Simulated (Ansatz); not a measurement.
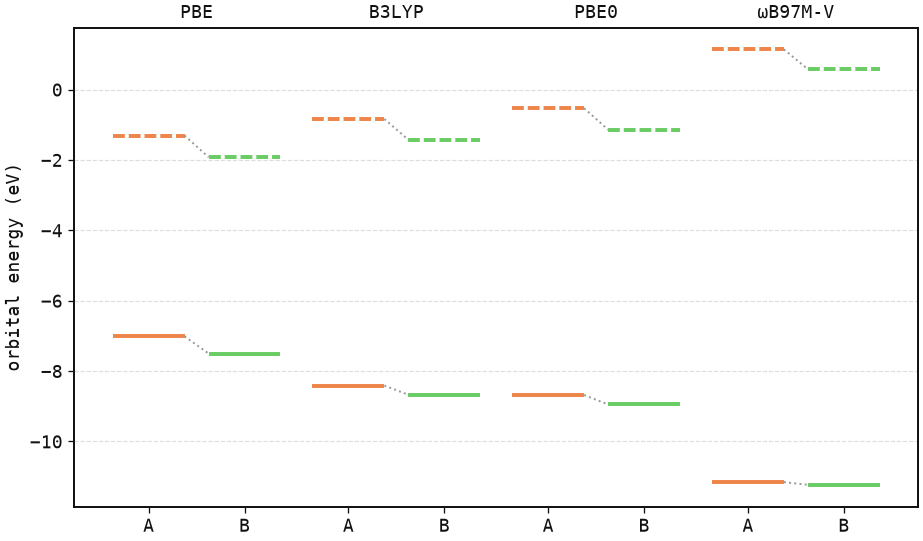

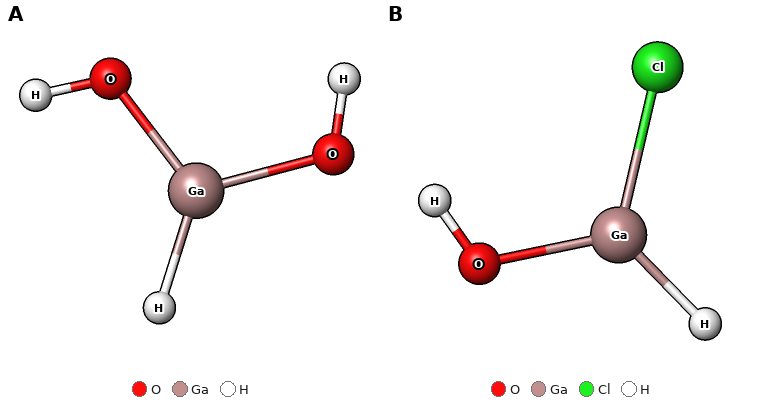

One change: A, GaH₃O₂ (SMILES [OH][GaH][OH]), becomes B, GaH₂OCl (SMILES [OH][GaH][Cl]). OH on Ga is replaced by Cl. HOMO (solid) and LUMO (dashed) computed in def2-TZVPP at PBE0-D4/def2-TZVP geometries, both minima by their frequencies, gas phase, the Ansatz code. Empty levels above zero depend strongly on the basis.

> What does the change do to HOMO and LUMO?

PBE: the HOMO falls by 0.49 eV, the LUMO falls by 0.61 eV, and the separation goes from 5.71 to 5.58 eV. B3LYP: the HOMO falls by 0.26 eV, the LUMO falls by 0.59 eV, and the separation goes from 7.58 to 7.25 eV. PBE0: the HOMO falls by 0.27 eV, the LUMO falls by 0.61 eV, and the separation goes from 8.15 to 7.81 eV. ωB97M-V: the HOMO falls by 0.07 eV, the LUMO falls by 0.56 eV, and the separation goes from 12.30 to 11.81 eV.

> Do the functionals agree on the effect?

They agree on the direction for both levels; the HOMO shift lies between −0.49 and −0.07 eV and the LUMO shift between −0.61 and −0.56 eV, while the separations themselves differ by up to 6.6 eV between functionals.
